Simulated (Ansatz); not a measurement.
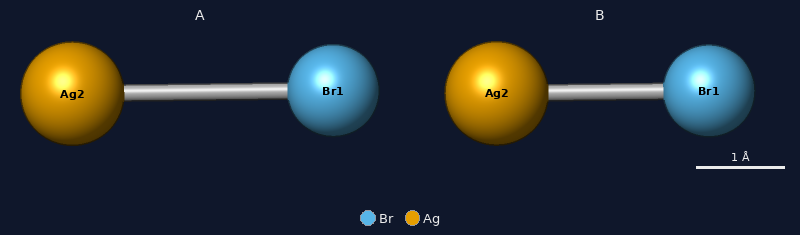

Two geometries of AgBr, drawn at one scale. One is the start of a relaxation, the other its converged end. Style: ball-and-stick. Shown from a free direction.

Theory: Ansatz, RKS PBE0-D4/def2-SVP. (no spin polarisation; force threshold 0.02 eV/Å; at most 40 steps)

Q: Which one is relaxed?

A: Structure B is the relaxed one. The run prepares the start of a later molecular dynamics calculation, from a guessed geometry. The largest moves after the best rigid fit, 0.28 Å, are those of Br1 and Ag2. By element the largest moves are Br 0.28 Å, Ag 0.28 Å. Near-neighbour distances that change, for instance: Br1–Ag2 2.971 → 2.419 Å. Over 4 geometry steps the energy falls by 0.770 eV. The largest force component goes from 1.6 to 0.011 eV/Å. Cost: 4.6 s on 1 thread of AMD EPYC 9R45 96-Core Processor (Zen 5), with other jobs on the host, peak memory 0.14 GiB.
